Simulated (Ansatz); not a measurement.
GaH2OClF: several calculations on one system

## 1. Relaxation

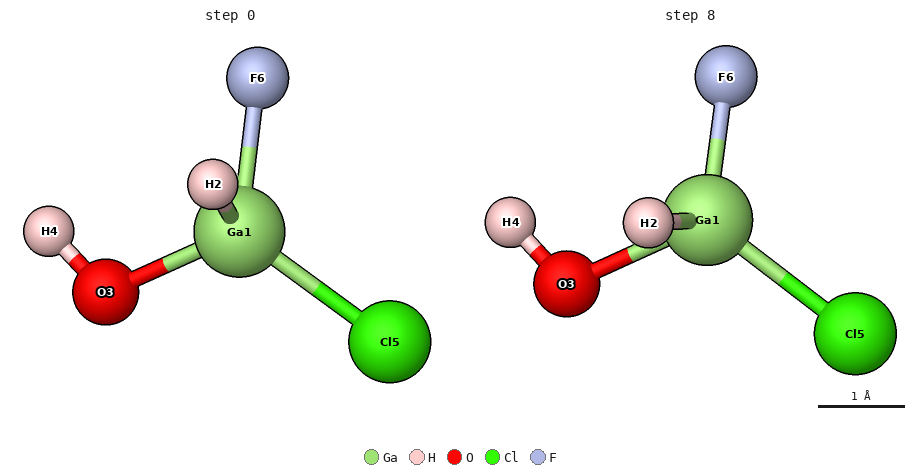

The structure of GaH2OClF (multiplicity 2) before (left) and after (right) a relaxation, at one scale.

Style: ball-and-stick. Shown at a tilt.

The run prepares an end point of a later path (reaction) calculation, from a guessed geometry.

Theory: Ansatz 0.2.0, UKS BLYP-D4/def2-SVP. Set-up: collinear spin; force threshold 0.03 eV/Å; at most 50 steps.

### Describe what moved and what it gained.

The energy falls by 23.5 kJ/mol in 8 geometry steps. Largest force component: 1.1 eV/Å at the start, 0.022 eV/Å at the end. The atom that moves furthest after the best rigid fit is H2 (0.53 Å). Largest moves by element: H 0.53 Å, F 0.40 Å, Ga 0.16 Å, O 0.15 Å, Cl 0.13 Å. Some distances before and after: Ga1–H2 1.597 → 1.694 Å, Ga1–O3 1.833 → 1.874 Å, Ga1–F6 1.812 → 1.778 Å. Among the angles between lasting bonds that change: H2–Ga1–F6 77.3° → 111.2°, H2–Ga1–O3 107.5° → 84.4°, H2–Ga1–Cl5 113.4° → 108.2°.

## 2. Relaxation

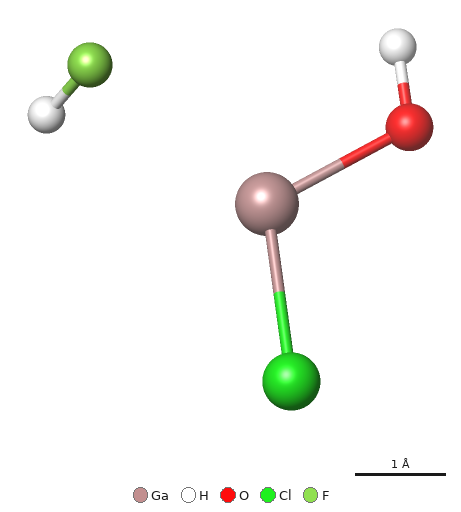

Starting structure of GaH$_{2}$OClF (multiplicity 2). Style: ball-and-stick. Shown at a tilt.

The run prepares an end point of a later path (reaction) calculation, from a guessed geometry.

Computed with Ansatz, UKS BLYP-D4/def2-SVP.

The input:
```yaml
crystal:
  periodic: [false, false, false]
  atoms:
    - { symbol: Ga, position_ang: [0.059878, 0.218777, -0.209488] }
    - { symbol: H, position_ang: [-0.177845, 0.46, 2.539137] }
    - { symbol: O, position_ang: [1.314082, -0.6407, -1.238285] }
    - { symbol: H, position_ang: [2.209386, -0.617303, -0.839211] }
    - { symbol: Cl, position_ang: [-1.99985, 0.076614, -1.03841] }
    - { symbol: F, position_ang: [0.054649, -0.449287, 2.581357] }
magnetization:
  spin_polarized: true
  initial_magnetization: 1
basis:
  gaussian: { orbitals: def2-SVP }
hamiltonian:
  xc: blyp
  dispersion: d4
relax:
  f_tol: 0.03
  max_steps: 50
output:
  orbitals: {}
```

Command:
```bash
ansatz run input.yaml --threads 2 --pin off --max-ram 3072MiB --backend cpu --events-out ev --progress --plain --runs-dir out
```

**Where does the relaxation end?**

H2 moves most after the best rigid fit: 1.15 Å. By element the largest moves are H 1.15 Å, Cl 1.02 Å, F 0.69 Å, Ga 0.50 Å, O 0.43 Å. Some distances before and after: Ga1–F6 2.870 → 2.358 Å, Ga1–Cl5 2.225 → 2.299 Å, H2–F6 0.939 → 0.969 Å. Bond angles that change, for instance: O3–Ga1–Cl5 113.2° → 110.6°. Over 17 accepted moves (19 points after the start) the energy falls by 8.45 kcal/mol. The largest force component goes from 0.15 to 0.021 eV/Å. The line search rejected the trial steps at points 4, 8 of the run. The run took 19 s on 2 threads of AMD EPYC 9R45 96-Core Processor (Zen 5) (shared host), peak memory 0.19 GiB.

The structure at the end:

```xyz
6

Ga    0.3860    0.5989   -0.2053
H    -0.7875   -0.1479    1.7698
O     1.3149   -0.8451   -0.8583
H     2.2733   -0.6600   -0.9419
Cl   -1.8526    0.1077   -0.0283
F     0.1262   -0.0055    2.0592
```

The end point in the same view:

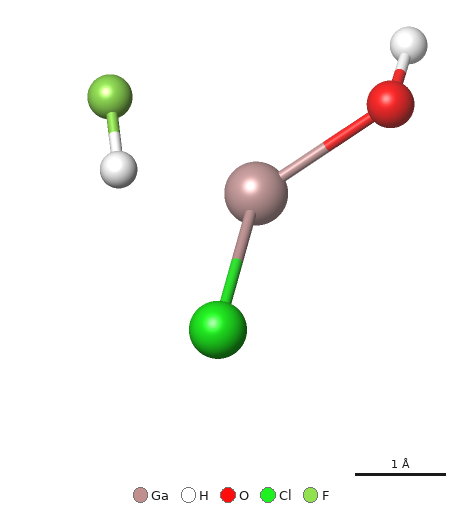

Limits of the set-up: the start holds two separate molecules, 2.8 Å apart at their closest, whose relative position is a soft coordinate.

## 3. Path

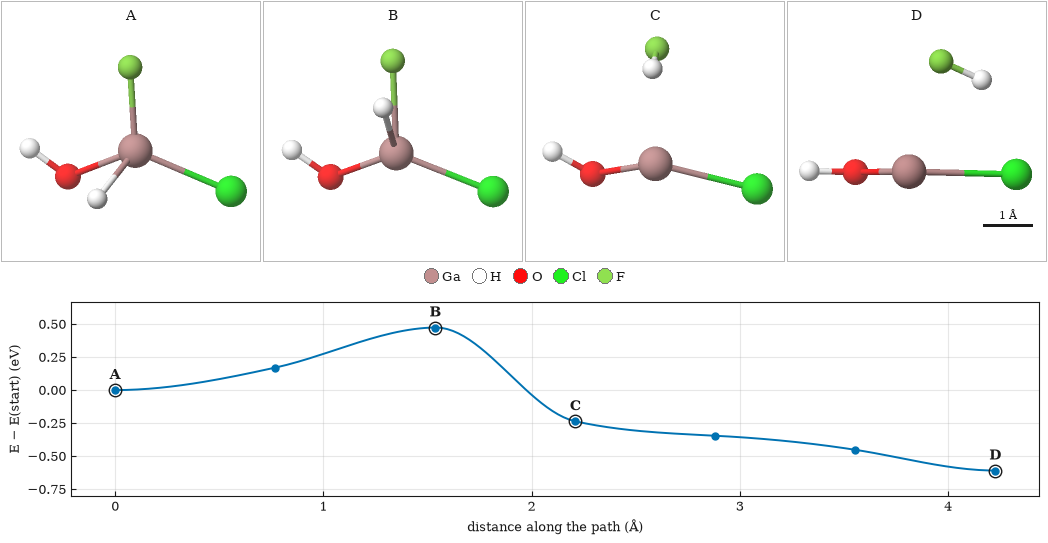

A search for the minimum-energy path of GaH₂OClF (multiplicity 2) by the nudged elastic band. Images are numbered from 0 (start) to 6 (end). Frames A to D are images 0, 2, 3, 6. Style: ball-and-stick. Shown at a tilt.

The calculation used UKS BLYP-D4/def2-SVP (Ansatz 0.2.0). Run with 5 movable images; climbing image; force threshold 0.05 eV/Å; iteration limit 60; starting path through a guess of the saddle point.

### What happens along the path, and what is the barrier?

The highest point, image 2, lies 0.47 eV above the start and 1.08 eV above the end; the end is at −0.61 eV relative to the start. Breaking: F–Ga (1.78 → 2.36 Å), Ga–H (1.69 → 2.42 Å). Forming: F–H (2.86 → 0.97 Å). The band converged in 15 iterations, with a climbing image at the top.
